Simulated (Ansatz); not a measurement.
CBrGe (SMILES [Ge-]#[C]Br) (charge −1)

Input

```
crystal:
  periodic: [false, false, false]
  atoms:
    - {symbol: C, position_ang: [0.000000, 0.000000, -0.052766]}
    - {symbol: Br, position_ang: [0.000000, 0.000000, 1.833611]}
    - {symbol: Ge, position_ang: [0.000000, 0.000000, -1.780844]}
basis:
  gaussian: {orbitals: def2-TZVPD}
total_charge: -1
hamiltonian: {xc: pbe0}
output: {forces: true, orbitals: {seedname: orbitals}}
```

Command:

```sh
ansatz run input.yaml --threads 2 --pin off --max-ram 4350MiB --events-out events.jsonl --progress --plain --runs-dir runs
```

Geometry: B3LYP-D3(BJ)/def2-SVPD.

All numbers below come from isolated molecule in a Gaussian basis; Kohn-Sham density functional theory, functional PBE0 (Ansatz 0.2.0).

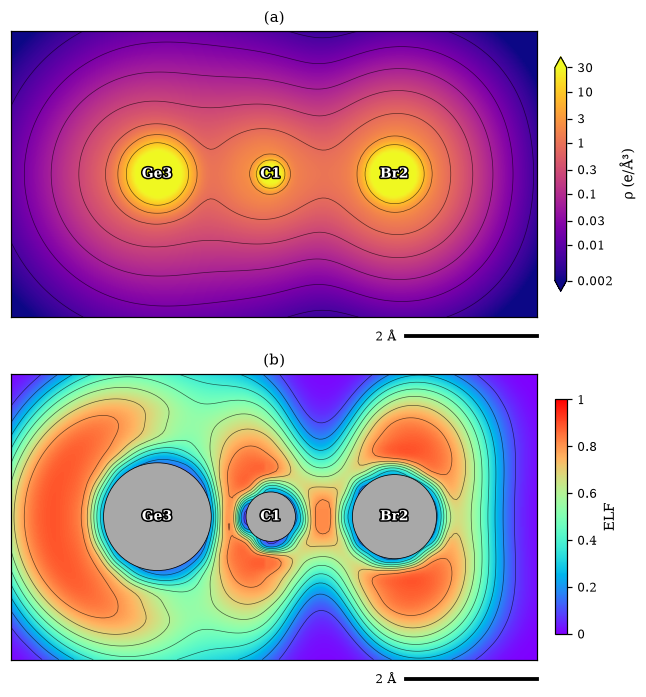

Figure 1. (a) electron density; (b) electron localisation function on a plane that holds the molecular axis. Grey discs cover the atomic cores in the ELF map.

Question: What does the map show?

Answer:
- The section cuts through C, Br and Ge sites.
- C–Ge (1.73 Å): ρ at the midpoint is about 1.1 e/Å³; the ELF peaks at about 0.80 in the valence shell of C, 0.6 Å from its nucleus, and is about 0.30 at the midpoint.
- C–Br (1.89 Å): ρ at the midpoint is about 1.1 e/Å³; the ELF peaks at about 0.80 between the atoms (a covalent bond).
- The ELF also peaks beside Br2, away from the bonds: lone-pair regions.

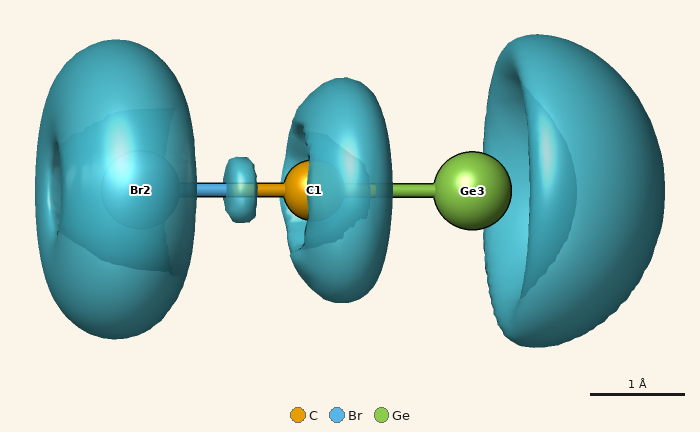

Figure 2. Isosurface of the ELF at 0.75 (cyan), seen from one side. Core shells and regions of very low density are left out.

Question: Identify the bonds, lone pairs and shells in this picture.

Answer: At this value the surface marks out one region between bonded Br–C atoms (shared pairs), one ring or bowl of non-bonding electrons around Br, one lobe on Ge, pointing away from the bonds (lone pairs) and one region wrapped around C (its valence shell).

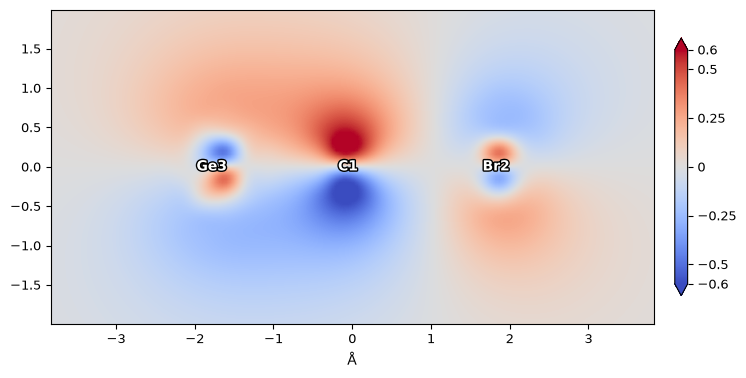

Figure 3. The HOMO on a plane that holds the molecular axis (values in Å⁻³ᐟ²; the overall sign is arbitrary).

Question: Where does this orbital lie, and at what energy?

Answer: Its weight (Hirshfeld) is mainly on Ge3 (about 45 %), C1 (about 40 %) and Br2 (about 15 %); π-bonding across Ge3–C1. It is one of a degenerate set, so its orientation is arbitrary. Its energy is −0.52 eV.
